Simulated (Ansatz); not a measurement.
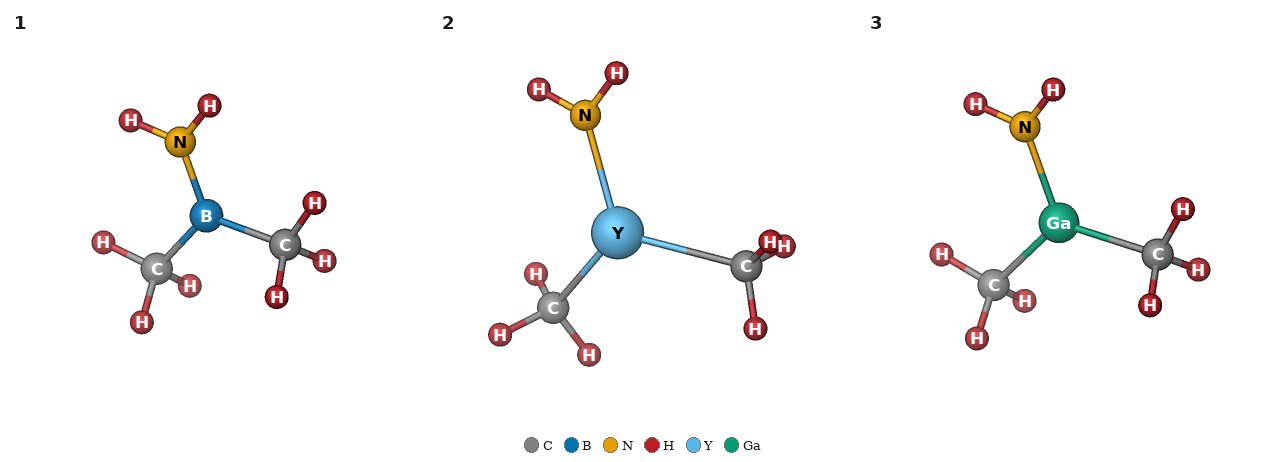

3 molecules with one skeleton, seen from the same side and at one scale. Charge 0, singlet. Computed geometries: PBE0-D4/def2-TZVP optimisations, one conformation each. Properties computed with Ansatz 0.2.0. Elements past Kr carry core potentials.

One atom differs, called X below: B in panel 1, Y in panel 2, Ga in panel 3. Their formulas are C2H8BN (`CB(C)N`), C2H8NY (`[CH3][Y]([CH3])[NH2]`), C2H8GaN (`[CH3][Ga]([CH3])[NH2]`).

Rank them by the angle C–X–C, lowest first (PBE0-D4/def2-TZVP).

2 (Y), 1 (B), 3 (Ga).

Rank them by the length of X–N, lowest first (PBE0-D4/def2-TZVP).

1 (B), 3 (Ga), 2 (Y).

Give the values. With PBE0-D4/def2-TZVP: mean length of X–C (Å), length of X–N (Å), angle C–X–C (°). With r2SCAN-D4/def2-TZVPP: dipole moment (D), HOMO energy (Kohn–Sham orbital) (eV), HOMO–LUMO gap (eV).

```
                            quantity  1 (B)  2 (Y)  3 (Ga)
              mean length of X–C (Å)  1.578  2.363   1.967
                   length of X–N (Å)  1.398  2.132   1.824
                     angle C–X–C (°)  120.8  116.4   126.1
                   dipole moment (D)   1.25   2.36    0.33
HOMO energy (Kohn–Sham orbital) (eV)  −6.95  −5.18   −5.92
                  HOMO–LUMO gap (eV)   7.59   3.38    5.63
```
